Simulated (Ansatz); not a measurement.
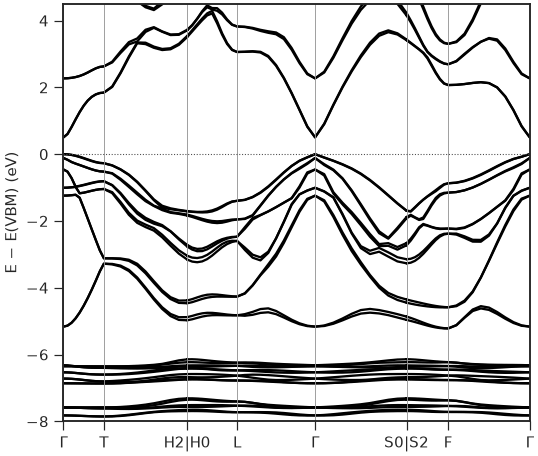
Fig. 1. Band structure from PBEsol with spin–orbit coupling (plane waves, PAW; program Ansatz)

The gap is 0.50 eV; an edge lies off the plotted path or next to a special point (maximum on the Γ–T line, 2 % of the way from Γ, minimum at Γ).

The material is ZnCdSe2 in space group R3m (No. 160; Zn on 3a, Cd on 3a, Se on 3a, Se on 3a).

The workflow started from a Materials Project entry (that database holds measured and hypothetical structures alike); the Crystallography Open Database copy checked does not list it. Its standing as an ambient phase is unchecked. The cell was relaxed with PBEsol under the symmetry of its start; whether a distortion lowers the energy is not shown.

Potentials: the later of the program's two PAW sets.
